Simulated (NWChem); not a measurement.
**BHO2 (oxoborinic acid) at r2SCAN/6-31++G(d,p) (spherical functions)**

What is the electronic atomisation energy of BHO2 (oxoborinic acid) at r2SCAN/6-31++G** (spherical functions)? 

Program for the calculation: NWChem 7.3.0.

## (1) The system as given

The species is BHO2 (4 atoms), meant as a singlet with charge 0. As SMILES, `O=BO`. The shape is that of a PBE0-D4/def2-TZVP optimisation.

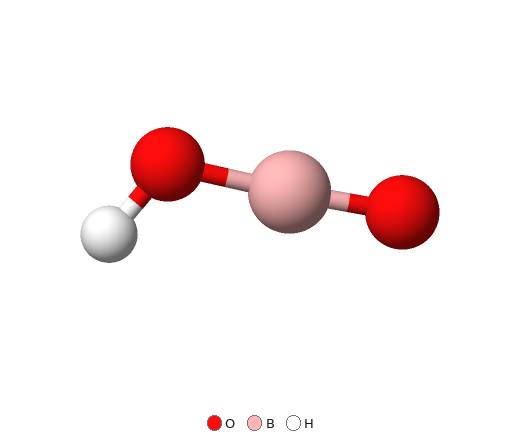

The structure, seen from a chosen angle (oxygen red, boron pink, hydrogen white).

## (2) A single-point energy at r2SCAN/6-31++G(d,p) (spherical functions) (run 1)

Input file a.xyz:

```xyz
4

O     -1.555100     0.523500     0.428500
B     -0.423900     0.132000     0.248600
O      0.816700    -0.302000     0.108600
H      1.162300    -0.353500    -0.785700
```

Input file a.nw:

```
start a
memory stack 880 mb heap 220 mb global 1100 mb
geometry noautosym nocenter noautoz
  load a.xyz
end
basis "ao basis" spherical bse
  * library 6-31++G**
end
dft
  xc r2scan
  mult 1
  grid fine
  convergence energy 1e-08
  iterations 100
  mulliken
  print low
end
task dft
```

Run with:

```
$ nwchem a.nw > a.out
```

Log:

```text
[...]
 d= 0,ls=0.0,diis     1   -175.7729620299 -2.30D+02  3.00D-02  1.01D+00     0.7
[...]
 d= 0,ls=0.0,diis    11   -175.8987519900 -1.26D-10  9.58D-08  1.70D-10     5.5
         Total DFT energy =     -175.898751989963
      One electron energy =     -347.568081758981
           Coulomb energy =      139.216477110831
    Exchange-Corr. energy =      -21.552727828963
 Nuclear repulsion energy =       54.005580487150
[...]
      Total Density - Mulliken Population Analysis
     ---------------------------------------------
    Atom       Charge   Shell Charges
 -----------   ------   -------------------------------------------------------
    1 O    8     8.51   2.00  0.93  2.85  0.92  1.56  0.09  0.14  0.02
    2 B    5     4.23   2.00  0.53  1.45  0.07  0.01 -0.00  0.03  0.14
    3 O    8     8.64   2.00  0.90  2.95  0.90  1.67  0.09  0.11  0.02
    4 H    1     0.61   0.47  0.09  0.01  0.04
[...]
```

Wall time 6.3 s (1 thread of Intel Xeon Platinum 8488C (Sapphire Rapids), shared host); peak memory 0.11 GiB.

## (3) The B atom at the same level (run 2)

Input file b.nw:

```
START b
memory total 2200 mb
GEOMETRY units angstroms noautosym nocenter noautoz
  B        0.000000       0.000000       0.000000
END
BASIS spherical bse
  B library 6-31++G**
END
DFT
  xc r2scan
  mult 2
  grid fine
  convergence energy 1e-08
  iterations 100
  mulliken
  print low
END
TASK dft energy
```

Run the same way, it converges to -24.63100 Eh (log not shown).

Run 3 isn't shown in full; the table further down has it.

## (4) The O atom (run 4)

Input file struct.nw:

```
start struct
title "O energy"
memory total 2200 mb

geometry units angstroms noautosym nocenter noautoz
 O        0.000000       0.000000       0.000000
end

basis "ao basis" spherical bse
 * library 6-31++G**
end

dft
 xc r2scan
 mult 3
 grid fine
 convergence energy 1e-08
 iterations 100
 mulliken
 print low
end

task dft
```

Run with:

```
$ nwchem struct.nw > struct.out
```

Log:

```text
[...]
 d= 0,ls=0.0,diis     1    -75.0007586642 -7.50D+01  1.43D-02  9.30D-02     0.1
[...]
 d= 0,ls=0.0,diis    15    -75.0278212174  2.23D-09  3.87D-07  6.95D-10     0.8
[...]
         Total DFT energy =      -75.027821217368
      One electron energy =     -103.104781130427
           Coulomb energy =       36.500510561582
    Exchange-Corr. energy =       -8.423550648523
 Nuclear repulsion energy =        0.000000000000
[...]
      Total Density - Mulliken Population Analysis
     ---------------------------------------------
    Atom       Charge   Shell Charges
 -----------   ------   -------------------------------------------------------
    1 O    8     8.00   2.00  1.01  2.57  0.99  1.32 -0.00  0.11  0.00
     --------------------------------------------
      Spin Density - Mulliken Population Analysis
     --------------------------------------------
    Atom       Charge   Shell Charges
 -----------   ------   -------------------------------------------------------
    1 O    8     2.00  -0.00  0.05  1.37 -0.04  0.62 -0.02  0.01  0.00
[...]
      <S2> =      2.0051 (Exact =     2.0000)
[...]
```

Wall time 1.3 s (1 thread of Intel Xeon Platinum 8488C (Sapphire Rapids), shared host); peak memory 0.1 GiB.

## (5) All runs side by side

| run | level | partner | energy (Eh) | wall time |
| --- | --- | --- | --- | --- |
| 1 | r2SCAN/6-31++G** (spherical functions) | base | -175.898752 | 6.3 s |
| 2 | U-r2SCAN/6-31++G** (spherical functions) | atoms | -24.631001 | 0.95 s |
| 3 | U-r2SCAN/6-31++G** (spherical functions) | atoms | -0.499287 | 0.73 s |
| 4 | U-r2SCAN/6-31++G** (spherical functions) | atoms | -75.027821 | 1.3 s |

## (6) Summary of results

At r2SCAN/6-31++G** (spherical functions):

| quantity | value |
| --- | --- |
| O atom: total energy | -75.02782 Eh |
| O atom: ⟨S²⟩ | 2.005 |
| electronic atomisation energy | 19.397 eV |

In words: Taking the molecule apart into free atoms costs 19.40 eV (1872 kJ/mol), before zero-point energy and without spin-orbit coupling. All runs together took 9.3 s, the longest 6.3 s.
